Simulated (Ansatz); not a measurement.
**(PbS)1(CaSe)2 [001] superlattice, started as rocksalt type: relaxing the cell for a phonon run**

Task: relax (PbS)1(CaSe)2 [001] superlattice, started as rocksalt type tightly.

Calculated with Ansatz 0.2.0; DFT PBEsol, scalar-relativistic, plane waves, PAW.

The structure was built from a prototype and need not be the compound's stable phase.

**1. Set-up**

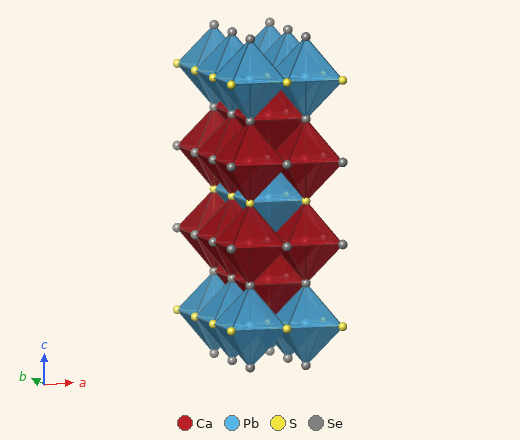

The cell as given, slightly off an axis (calcium red, lead blue, sulfur yellow, selenium grey). 1×2×1 cells are drawn. This picture shows the conventional cell, with its axes. Some periodic images of atoms are drawn too.

Coordinates:

```cif
data_structure
_symmetry_space_group_name_H-M 'I4/mmm'
_symmetry_Int_Tables_number 139
_cell_length_a 4.1908
_cell_length_b 4.1908
_cell_length_c 17.7800
_cell_angle_alpha 90.000
_cell_angle_beta 90.000
_cell_angle_gamma 90.000
_cell_volume 312.26
loop_
_atom_site_label
_atom_site_type_symbol
_atom_site_symmetry_multiplicity
_atom_site_Wyckoff_symbol
_atom_site_fract_x
_atom_site_fract_y
_atom_site_fract_z
_atom_site_occupancy
Ca1 Ca 4 e 0.50000 0.50000 0.16667 1
Pb1 Pb 2 a 0.00000 0.00000 0.00000 1
S1 S 2 b 0.50000 0.50000 0.00000 1
Se1 Se 4 e 0.00000 0.00000 0.16667 1
```

**2. A coarse first look**

A quick single point on a coarse mesh tells whether the cell has a gap and how far it is from rest, which sets the k mesh and smearing that follow.

input.yaml

```yaml
crystal:
  lattice:
    - [2.96333, 2.96333, 0.0]
    - [-2.96333, 2.96333, 0.0]
    - [2.96333, 0.0, 8.89]
  atoms:
    - { symbol: Ca, position: [0.333333, 0.666667, 0.333333] }
    - { symbol: Ca, position: [0.666667, 0.333333, 0.666667] }
    - { symbol: Pb, position: [0.0, 0.0, 0.0] }
    - { symbol: S, position: [0.5, 0.5, 0.0] }
    - { symbol: Se, position: [0.833333, 0.166667, 0.333333] }
    - { symbol: Se, position: [0.166667, 0.833333, 0.666667] }
kpoints:
  mp_grid: { grid: [4, 4, 4] }
hamiltonian:
  xc: pbesol
scf:
  occupations: { method: gaussian, width: 0.1 }
output:
  forces: true
  stress: true
  eigenvalues: true
```

Launch:

```console
$ ansatz run input.yaml --threads 4 --pin off --max-ram 14336MiB --backend cpu --events-out ev --progress --plain --runs-dir out
```

Numbers of over 12 decimals in the logs are rounded to 6 here.

Output:

```text
[...]
k-point 0: bands = [... 32 lower, 6.2453, 6.6295, 6.8456, 6.8456, 9.3034, 10.0269, 10.7786, 11.1848, ... 3 higher]
  k-point 1: bands = [... 32 lower, 6.2931, 6.7573, 6.7834, 6.7834, 9.2783, 10.0791, 10.6433, 11.3125, ... 3 higher]
  k-point 2: bands = [... 32 lower, 6.3559, 6.7065, 6.7065, 6.7752, 9.2556, 10.1299, 10.7219, 11.3755, ... 3 higher]
  k-point 12: bands = [... 32 lower, 5.5493, 5.6860, 5.6860, 6.6474, 9.8086, 9.8086, 11.2129, 11.8430, ... 3 higher]
[key lines of the parts left out:]
SCF converged after 7 iterations
Free energy (F): -27084.946429 eV
Fermi energy:    8.344640 eV
P = ⅓ Tr σ = -0.8228 GPa (-8.228 kbar)
```

Wall time 2 s (4 threads of Arm Neoverse V2, shared host); peak memory 0.53 GiB.

A gap read on the k-mesh alone can miss the band edges.

This step gave:

```
pressure           : -0.8228 GPa
gap on the k-mesh  : 1.247 eV
volume per atom    : 26.02 Å³
direct gap on mesh : 1.247 eV
```

The coarse mesh shows a gap of 1.25 eV and a pressure of -0.8 GPa.

**3. Relaxation**

Harmonic phonons are second derivatives at a point where the forces vanish, and they are wanted at zero stress, so atoms and cell are relaxed first.

input.yaml, the sections that differ from step 2:

```yaml
kpoints:
  mp_grid: { grid: [6, 6, 6] }
scf:
  occupations: { method: gaussian, width: 0.02 }
relax:
  adjacent_minimum: "off"
  f_tol: 0.005
  max_steps: 80
  cell: { stress_tol: 0.05 }
# crystal, hamiltonian, output: as in step 2
```

Output:

```text
[...]
Crystal: 6 atoms, lattice volume = 156.132 Å³
Basis set: ecut = 420 eV, 3001 PW (Γ), exchange–correlation on 60×60×128 points (8 copies of the dense FFT grid, shifted against one another)
Bands: 44, of which v1, the nominal top of the filled ones, is band 36 counted from 1 (35 counted from 0)
Symmetry: 16 space group operations
[...]
k-points: 30 of 216
[...]
SCF iter   1: F=—  HF=-27084.987622 eV  |F-HF|=—  |Δ(HF+E_count)|=         —  Δρ=3.34e-3  dr2=3.07e-2  ethr=1.77e-3  ⟨swp⟩=10.2  Hψ=6896  notcnv=0  defer=1
[...]
SCF iter   7: F=-27084.978447 eV  HF=-27084.978447 eV  |F-HF|=2.33e-8  |Δ(HF+E_count)|=   1.41e-7  Δρ=2.61e-6  dr2=1.61e-8  ethr=1.39e-10  ⟨swp⟩=9.5  Hψ=5780  notcnv=0
SCF 1 converged in 7 iterations: F = -27084.978447 eV  dr2 = 1.61e-8
[...]
relax step   1: F+E_penalty+E_count = -27084.97844658 eV  Δ(F+E_penalty+E_count) = +0.000e0 eV  max|allowed force component| = 3.786e-1 eV/Å  Δτ_max = 0.0000 Å  P = -0.914 GPa  Ω = 156.132 Å³  (7 SCF iters, dr2 threshold 1.00e-7 eV, accepted)
Crystal: 6 atoms, lattice volume = 151.723 Å³
Basis set: ecut = 420 eV, 2953 PW (Γ), exchange–correlation on 60×60×128 points (8 copies of the dense FFT grid, shifted against one another)
[...]
iter 1 solved again at ethr=8.08e-4 eV; its pass at ethr=3.10e-3 eV (dr2=5.82e-1 eV) is discarded
[...]
SCF iter   7: F=-27084.955412 eV  HF=-27084.955412 eV  |F-HF|=5.48e-8  |Δ(HF+E_count)|=   1.07e-6  Δρ=1.09e-5  dr2=2.41e-7  ethr=8.33e-10  ⟨swp⟩=11.9  Hψ=6257  notcnv=0
the search or the solves at the SCF's close seem to have found levels that the self-consistency loop had missed (the run counts 2). By its estimate they hold under 1e-12 electrons; where the run keeps them, the occupations were computed again with them
SCF 2 converged in 7 iterations: F = -27084.955412 eV  dr2 = 2.41e-7
relax step   2: F+E_penalty+E_count = -27084.95541244 eV  Δ(F+E_penalty+E_count) = +2.303e-2 eV  max|allowed force component| = 5.989e-1 eV/Å  Δτ_max = 0.1592 Å  P = +0.292 GPa  Ω = 151.723 Å³  energy of the carried Pulay correction = +2.495e-4 eV  (7 SCF iters, dr2 threshold 6.00e-7 eV, rejected (line search))
Crystal: 6 atoms, lattice volume = 152.975 Å³
[...]
SCF iter  10: F=-27085.036230 eV  HF=-27085.036230 eV  |F-HF|=0.00e0  |Δ(HF+E_count)|=  1.71e-10  Δρ=9.73e-8  dr2=1.63e-11  ethr=1.00e-12  ⟨swp⟩=5.1  Hψ=4590  notcnv=0
SCF 3 converged in 10 iterations: F = -27085.036230 eV  dr2 = 1.63e-11
relax step   3: F+E_penalty+E_count = -27085.03622977 eV  Δ(F+E_penalty+E_count) = -5.778e-2 eV  max|allowed force component| = 3.101e-2 eV/Å  Δτ_max = 0.0707 Å  P = -0.012 GPa  Ω = 152.975 Å³  energy of the carried Pulay correction = +1.779e-4 eV  (10 SCF iters, accepted)
[...]
relax step   4: F+E_penalty+E_count = -27085.03672317 eV  Δ(F+E_penalty+E_count) = -4.934e-4 eV  max|allowed force component| = 4.556e-3 eV/Å  Δτ_max = 0.0058 Å  P = +0.018 GPa  Ω = 152.903 Å³  energy of the carried Pulay correction = +1.820e-4 eV  (5 SCF iters, dr2 threshold 1.11e-7 eV, accepted)
[...]
SCF iter   1: F=—  HF=-27085.036516 eV  |F-HF|=—  |Δ(HF+E_count)|=         —  Δρ=1.56e-5  dr2=8.84e-8  ethr=2.63e-7  ⟨swp⟩=3.1  Hψ=10261  notcnv=0
eigensolver tolerance schedule: the retry pair's looser diagonalisation over-reported the residual by 2136.74 of it (diagonalisation noise at 0.22 of the residual, at the tolerance the schedule requests for it); recorded, not acted on — ethr = c·dr2/N_el stays at c = 1.0e-1
[...]
SCF iter   2: F=—  HF=-27085.036548 eV  |F-HF|=—  |Δ(HF+E_count)|=   3.17e-5  Δρ=8.06e-6  dr2=2.61e-8  ethr=1.23e-10  ⟨swp⟩=2.4  Hψ=2418  notcnv=0
[...]
SCF iter   5: F=-27085.036548 eV  HF=-27085.036548 eV  |F-HF|=2.18e-11  |Δ(HF+E_count)|=  6.55e-11  Δρ=1.27e-7  dr2=3.12e-11  ethr=1.00e-12  ⟨swp⟩=4.9  Hψ=4740  notcnv=0
SCF 5 converged in 5 iterations: F = -27085.036548 eV  dr2 = 3.12e-11
relax step   5: F+E_penalty+E_count = -27085.03654762 eV  Δ(F+E_penalty+E_count) = +1.755e-4 eV  max|allowed force component| = 4.591e-3 eV/Å  Δτ_max = 0.0000 Å  P = +0.018 GPa  Ω = 152.903 Å³  stress off target by 4.50e-2 GPa  SCF on the basis re-selected at this cell (its energy is not comparable with the rows above)  (5 SCF iters)
basis re-selected at this cell: Δ(F+E_penalty+E_count) = +1.755e-4 eV, ΔP = -0.000 GPa vs the last step (what re-selecting the basis moved, of the pressure what is left beyond the Pulay correction that the steps carried, after the strain that the cell walked since its last selection, with what the two solves' SCF thresholds leave and, on support functions, any second-order correction that the steps lacked; it is no m [...]
SCF converged after 5 iterations
Free energy (F): -27085.036548 eV
[...]
Internal energy: -27085.036548 eV  (E = F + TS)
E sigma→0 (E₀):  -27085.036548 eV
Fermi energy:    8.475592 eV
[...]
--- Forces (eV/Å), atoms counted from 1 ---
  atom   1  Ca    -0.00000000     0.00000000    -0.00453974
  atom   2  Ca     0.00000000     0.00000000     0.00453974
  atom   3  Pb     0.00000000     0.00000000     0.00000000
  atom   4  S      0.00000000    -0.00000000     0.00000000
  atom   5  Se     0.00000000     0.00000000    -0.00459092
  atom   6  Se    -0.00000000     0.00000000     0.00459092
  max |Σ_I F_I| component: 6.05e-29 eV/Å
--- Stress (GPa, compression-positive) ---
        0.045027      -0.000000      -0.000000
       -0.000000       0.045027      -0.000000
       -0.000000      -0.000000      -0.035697
  P = ⅓ Tr σ = 0.0181 GPa (0.181 kbar)
--- Band table (eV; the first three rows and the last of 30) ---
  k-point 0: bands = [... 32 lower, 6.5316, 6.8393, 7.2054, 7.2054, 9.6335, 10.2483, 11.2395, 11.5636, ... 4 higher]
  k-point 1: bands = [... 32 lower, 6.5458, 6.9419, 7.1832, 7.1832, 9.6154, 10.2819, 11.0727, 11.6356, ... 4 higher]
  k-point 2: bands = [... 32 lower, 6.5773, 7.0427, 7.1360, 7.1360, 9.5833, 10.3463, 11.0015, 11.6810, ... 4 higher]
  k-point 29: bands = [... 32 lower, 5.6173, 5.9663, 6.0917, 6.8539, 9.9935, 10.3537, 11.4054, 11.7125, ... 4 higher]
--- Relaxed structure (4 steps of the walk, 3 accepted, 1 SCFs on fresh bases) ---
  F+E_penalty+E_count = -27085.03654762 eV   max|allowed force component| = 4.591e-3 eV/Å   (the final SCF, on the basis selected at the relaxed cell)
  cell:  # Å, volume = 152.9029 Å³
    - [2.940062, 2.940062, 0.0]
    - [-2.940062, 2.940062, 0.0]
    - [2.940062, 0, 8.844490]
  atoms:
    - { symbol: Ca, position: [0.337634, 0.662366, 0.324732] }
    - { symbol: Ca, position: [0.662366, 0.337634, 0.675268] }
    - { symbol: Pb, position: [-1.3415324968886997e-19, 1.3415324968887e-19, 2.6830649937774013e-19] }
    - { symbol: S, position: [0.500000, 0.500000, 2.6830649937774013e-19] }
    - { symbol: Se, position: [0.829844, 0.170156, 0.340311] }
    - { symbol: Se, position: [0.170156, 0.829844, 0.659689] }
```

It took 16 s on 4 threads; peak memory 0.62 GiB; 63 s of CPU time.

Relaxation path:

```
step  energy less that of the first step (eV)  largest force component (eV/Å)  pressure (GPa)  volume (Å³)
   1                                   0.0000                          0.3786           -0.91       156.13
   2                                   0.0230                          0.5989            0.29       151.72
   3                                  -0.0578                          0.0310           -0.01       152.98
   4                                  -0.0583                          0.0046            0.02       152.90
  5*                                  -0.0581                          0.0046            0.02       152.90
```

Relaxation steps marked * repeat the geometry before them on a plane-wave basis chosen anew for their cell, so energy and pressure can jump there. Relaxation step 2 was tried and not accepted.

The run keeps the 16 symmetry operations that it works with, so distortions that break them were not tested.

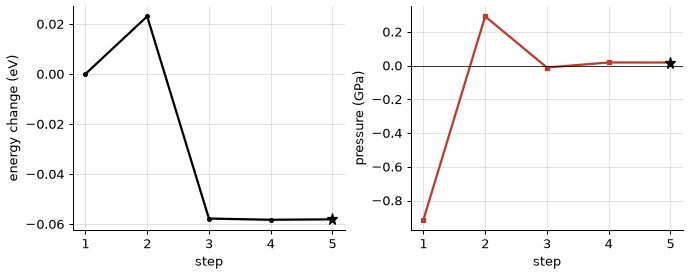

Energy and pressure along the relaxation. Stars mark steps on a basis chosen anew.

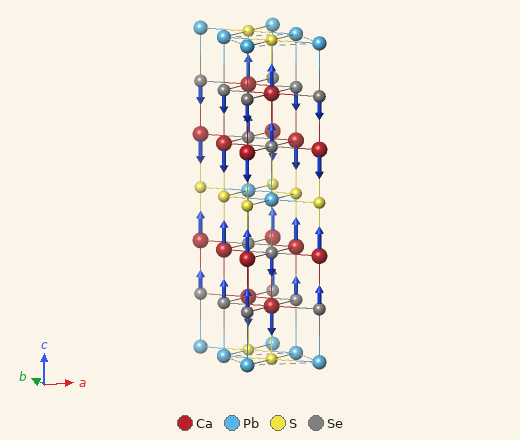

Displacements in the relaxation, exaggerated, measured against the changing cell; the longest in the cell stands for 0.08 Å. 1×2×1 conventional cells are drawn. Some periodic images of atoms are drawn too.

```
conventional cell, symmetrised  before   after  change
                         a (Å)   4.191   4.158  -0.8 %
                         b (Å)   4.191   4.158  -0.8 %
                         c (Å)  17.780  17.689  -0.5 %
              volume (Å³/atom)   26.02   25.48  -2.1 %
```

The atoms that moved most (Å, as changes of fractional coordinates times the final cell):

```
atom     dx     dy      dz  length
 Ca1  0.000  0.000  -0.076   0.076
 Ca2  0.000  0.000   0.076   0.076
 Se5  0.000  0.000   0.062   0.062
 Se6  0.000  0.000  -0.062   0.062
```

Final coordinates:

```cif
data_structure
_symmetry_space_group_name_H-M 'P 1'
_symmetry_Int_Tables_number 1
_cell_length_a 4.1579
_cell_length_b 4.1579
_cell_length_c 9.3204
_cell_angle_alpha 102.888
_cell_angle_beta 77.112
_cell_angle_gamma 90.000
_cell_volume 152.90
loop_
_atom_site_label
_atom_site_type_symbol
_atom_site_fract_x
_atom_site_fract_y
_atom_site_fract_z
_atom_site_occupancy
Ca1 Ca 0.33763 0.66237 0.32473 1
Ca2 Ca 0.66237 0.33763 0.67527 1
Pb3 Pb 0.00000 0.00000 0.00000 1
S4 S 0.50000 0.50000 0.00000 1
Se5 Se 0.82984 0.17016 0.34031 1
Se6 Se 0.17016 0.82984 0.65969 1
```

This step gave:

* pressure: 0.01812 GPa
* gap on the k-mesh: 1.225 eV
* volume per atom: 25.48 Å³
* direct gap on mesh: 1.225 eV

In this step the volume went from 26.02 to 25.48 Å³/atom.

**4. Tight relaxation**

Phonons need a cell at rest on their own settings, so the relaxation is repeated with tight tolerances on forces and stress on the k mesh and occupations of the first response run.

input.yaml

```yaml
crystal:
  lattice:
    - [2.940062322, 2.940062322, 0.0]
    - [-2.940062322, 2.940062322, 0.0]
    - [2.940062322, 0.0, 8.844489755]
  atoms:
    - { symbol: Ca, position: [0.3376339533, 0.6623660467, 0.3247320933] }
    - { symbol: Ca, position: [0.6623660467, 0.3376339533, 0.6752679067] }
    - { symbol: Pb, position: [0.0, 0.0, 0.0] }
    - { symbol: S, position: [0.5, 0.5, 0.0] }
    - { symbol: Se, position: [0.8298443074, 0.1701556926, 0.3403113853] }
    - { symbol: Se, position: [0.1701556926, 0.8298443074, 0.6596886147] }
kpoints:
  mp_grid: { grid: [8, 8, 8] }
hamiltonian:
  xc: pbesol
scf:
  occupations: { method: fixed }
output:
  forces: true
  stress: true
  eigenvalues: true
relax:
  adjacent_minimum: "off"
  f_tol: 0.001
  max_steps: 60
  cell: { stress_tol: 0.01 }
```

Output:

```text
[...]
Crystal: 6 atoms, lattice volume = 152.903 Å³
Basis set: ecut = 420 eV, 3001 PW (Γ), exchange–correlation on 60×60×128 points (8 copies of the dense FFT grid, shifted against one another)
Bands: 44, of which v1, the nominal top of the filled ones, is band 36 counted from 1 (35 counted from 0)
[... 1 set-up line as in the run before ...]
[...]
k-points: 59 of 512
[...]
cell:  # Å, volume = 152.9346 Å³
    - [2.940770, 2.940770, 0]
    - [-2.940770, 2.940770, 0]
    - [2.940770, 0, 8.842065]
  atoms:
    - { symbol: Ca, position: [0.337688, 0.662312, 0.324624] }
    - { symbol: Ca, position: [0.662312, 0.337688, 0.675376] }
    - { symbol: Pb, position: [0, 0, 0] }
    - { symbol: S, position: [0.5, 0.5, 0] }
    - { symbol: Se, position: [0.829876, 0.170124, 0.340249] }
    - { symbol: Se, position: [0.170124, 0.829876, 0.659751] }
[key lines of the parts left out:]
SCF converged after 6 iterations
Free energy (F): -27085.038475 eV
Fermi energy:    7.857407 eV
P = ⅓ Tr σ = -0.0009 GPa (-0.009 kbar)
```

Run time: 30 s. Hardware: 4 threads; peak memory 0.71 GiB.

Little changed from the start: no atom moved by 0.005 Å and no cell edge by 0.1 %.

Numbers from this step:

| Item | Value |
| --- | --- |
| pressure | -8.67e-4 GPa |
| gap on the k-mesh | 1.226 eV |
| volume per atom | 25.49 Å³ |
| direct gap on mesh | 1.226 eV |

The largest force component left is 0.027 meV/Å and the pressure is -0.001 GPa, within the tolerances set. The cell now holds 25.49 Å³/atom.

**5. What came out**

```json
{
 "space group after relaxation (within 0.01 Å)": "I4/mmm",
 "lattice constant a": "4.159 Å",
 "lattice constant b": "4.159 Å",
 "lattice constant c": "17.684 Å",
 "volume per atom": "25.5 Å³",
 "gap on the k-mesh": "1.23 eV"
}
```

In words: The largest force component left is 0.027 meV/Å and the pressure is -0.001 GPa, within the tolerances set. The cell now holds 25.49 Å³/atom. The relaxation keeps the symmetry of its start, so it says nothing on stability against lower symmetry. Spin-orbit coupling is left out, which can matter for the heavy elements here. The starting cell was built on a prototype and not taken from a measurement, so the phase need not exist.

[Logs are printed without paths, hosts, clocks, repeated set-up lines and the standing remarks that a program may print on its own settings, such as how far it seeks lower states.]

[Hosts, paths, dates, database ids (printed as entryN), source tags and the programs' standing remarks are cut or masked in the printed files.]
